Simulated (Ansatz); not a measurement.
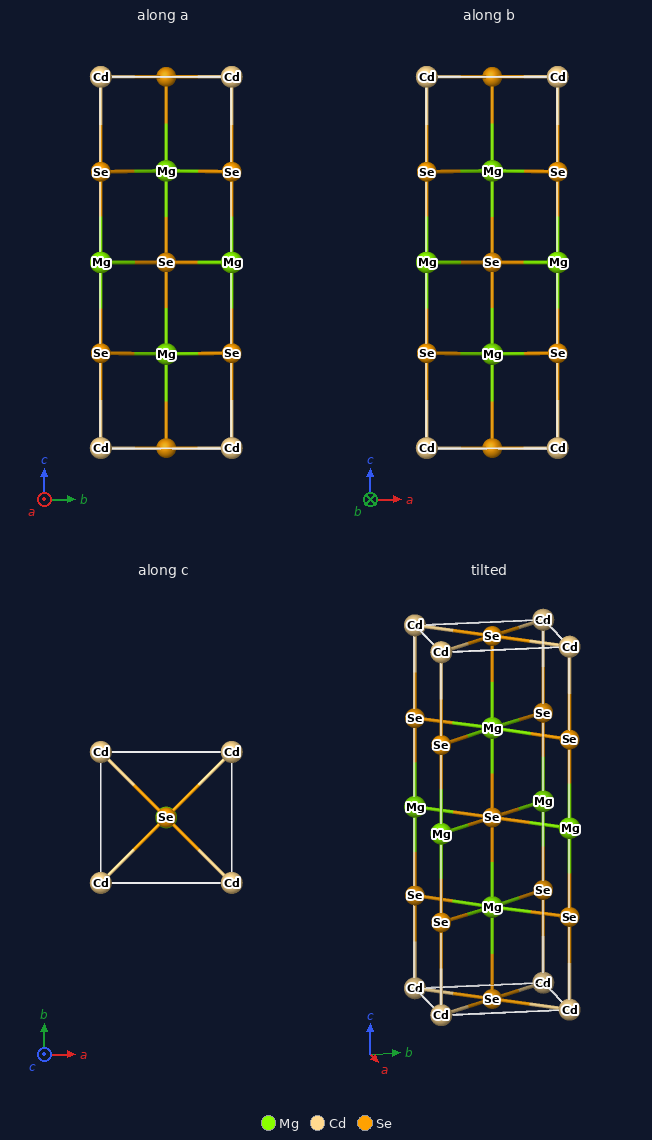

An orthographic ball-and-stick view of the structure, along the a axis, along the b axis, along the c axis and slightly off an axis. Lines trace the edges of the conventional unit cell.

Lattice parameters: a = 3.940 Å, b = 3.940 Å, c = 11.169 Å, α = 90.00°, β = 90.00°, γ = 90.00°.

Q: Put the structure into a table of Wyckoff sites, with free fractional coordinates to two decimals.

A: Space group P4/mmm (No. 123).
| atom | site | x | y | z |
| --- | --- | --- | --- | --- |
| Mg | 2h | 0.50 | 0.50 | 0.25 |
| Mg | 1b | 0.00 | 0.00 | 0.50 |
| Cd | 1a | 0.00 | 0.00 | 0.00 |
| Se | 2g | 0.00 | 0.00 | 0.26 |
| Se | 1d | 0.50 | 0.50 | 0.50 |
| Se | 1c | 0.50 | 0.50 | 0.00 |

Its origin is a structure type filled with these elements by a generator (whether the compound takes this form wasn't checked). Earlier steps of the study, as a rule a relaxation of our own, may have changed the cell and positions, so they can lie some per cent off the listed ones. It went into a calculation with Ansatz.
